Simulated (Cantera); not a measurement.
A closed system holds: 1 mol PbO, 5.3 mol N2, 0.00052 mol H2O, held at 1 atm.

These are equilibrium values from Cantera (NASA tables, ideal gas, pure condensed phases), not measurements of a reactor. Candidate condensed phases: H2O, Pb, PbO, PbO2, Pb3O4; 27 gas species. Gases not in the tables: (PbO)n polymers. Rates play no part.

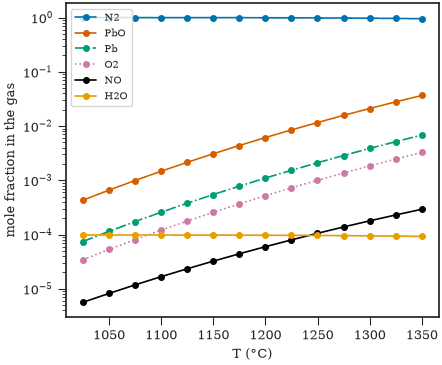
Figure. Equilibrium gas composition (values under 1e-9 drawn at 1e-9)

### Question
Read off the mole fractions at 1225 °C.

### Answer
N2 about 0.99, PbO about 0.0085, Pb about 0.0015, O2 about 0.00072, H2O about 9.7e-5, NO about 8.0e-5.
